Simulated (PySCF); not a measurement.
Molecule: NH₄⁺, singlet.

```xyz
5

N      0.0000     0.0000     0.0000
H      0.8358     0.0000     0.5910
H      0.0000     0.8358    -0.5910
H     -0.8358     0.0000     0.5910
H      0.0000    -0.8358    -0.5910
```

Unscaled harmonic wavenumbers and double-harmonic intensities, PBE0/def2-TZVP with PySCF 2.14.0, isolated molecule. The structure is the lowest point that the starts tried gave, with the shape that electron-pair counting expects. Degenerate modes count as one line, with their intensities summed. Lorentzian lines of 30 cm⁻¹ full width. Close modes add up in the curve.

**Predict the infrared spectrum.**

The most intense lines (point group Td) lie at 3507.8 cm⁻¹ (557.3 km/mol, t2) and 1481.4 cm⁻¹ (482.5 km/mol, t2). It has no imaginary mode, so it is a minimum.

| cm⁻¹ | km/mol | symmetry |
| --- | --- | --- |
| 1481.4 | 482.5 | t2 (×3) |
| 1722.5 | 0.0 | e (×2) |
| 3397.8 | 0.0 | a1 |
| 3507.8 | 557.3 | t2 (×3) |

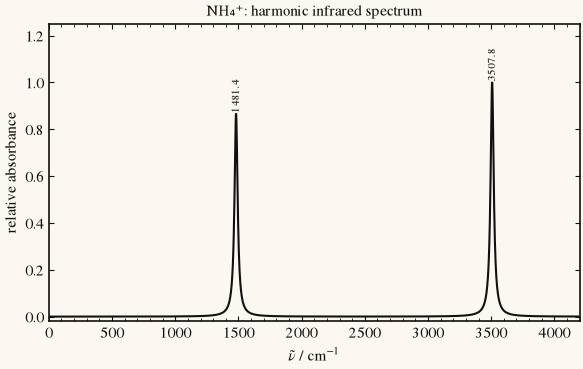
